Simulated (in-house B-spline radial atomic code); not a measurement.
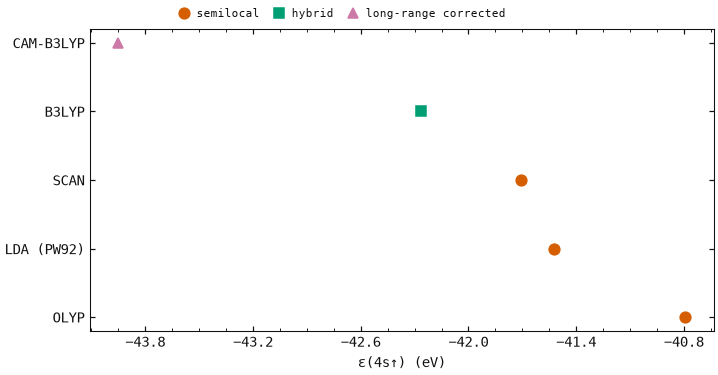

System: the germanium ion Ge³⁺, configuration [Ar] 3d10 4s1 (high spin). All runs are scalar-relativistic, spin-polarised and spherical, computed with an in-house B-spline radial code (spin-free X2C). The plot shows the eigenvalue (eV) of the 4s up orbital by 5 methods.

### Rank the methods.

The deepest is CAM-B3LYP (−43.95) and the shallowest OLYP (−40.79), a spread of 3.16 eV. In order (eV): CAM-B3LYP (−43.95), B3LYP (−42.26), SCAN (−41.71), LDA (PW92) (−41.52), OLYP (−40.79). On the whole, exact exchange removes self-interaction and deepens occupied levels. The measured ionisation energy (NIST) is 45.7 eV, and minus the eigenvalue comes closest to it for CAM-B3LYP.
